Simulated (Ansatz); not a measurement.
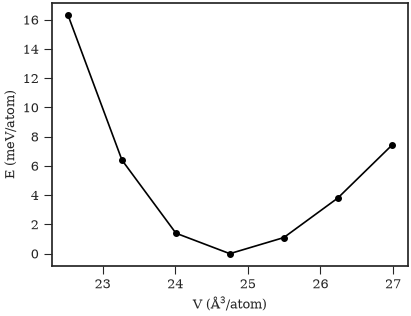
Figure: NbS2Br2 in space group C2/m (No. 12; Nb on 4g, S on 4i, S on 4i, Br on 8j) under volume change, the program Ansatz at the r²SCAN+D4 level (PAW), shape and atoms relaxed at each volume.

Q: What does a third-order Birch–Murnaghan fit give for V₀, B₀ and B′?

A: V₀ = 24.76 Å³/atom, B₀ = 17.4 GPa, B′ = 12.0.

The workflow started from a Materials Project entry (that database holds measured and hypothetical structures alike); the Crystallography Open Database copy checked does not list it. Its standing as an ambient phase is unchecked. The r²SCAN+D4 relaxation kept the symmetry of its start; its stability against distortions is not shown here. No spin polarisation was allowed.

Potentials: the later of the program's two PAW sets.
